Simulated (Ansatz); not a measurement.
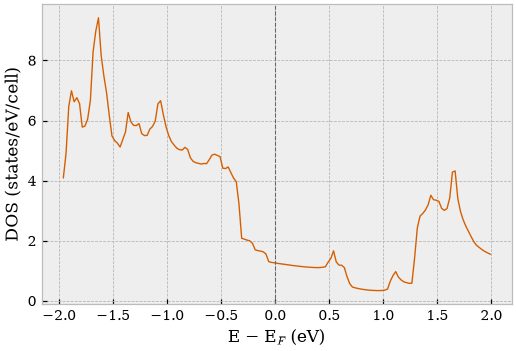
*Density of states of Ru$_{2}$Al$_{3}$ (I4/mmm) near the Fermi level, Ansatz (a quantum-chemistry and plane-wave program) with PBEsol, rigid bands.*

Task: With 5 atoms a cell, what bare Sommerfeld coefficient γ = (π²/3) k_B² N(E_F) follows?

Result: N(E_F) ≈ 1.27 states/eV a cell at 300 K, so γ ≈ 0.60 mJ/(mol of atoms·K²), before many-body enhancement (phonons, spin fluctuations, correlation).

Task: How far does the Fermi level move in a rigid band for 0.1 electron a cell added or removed?

Result: 81 meV and -74 meV.

A metal at this level (no band gap); rigid bands, thermally averaged at 300 K, both spins. Spin-orbit coupling is left out. Geometry: cell and atoms relaxed with PBEsol.

Computed structure with no diffraction record at hand here (it may be known, metastable or hypothetical): Ru2Al3 (I4/mmm).
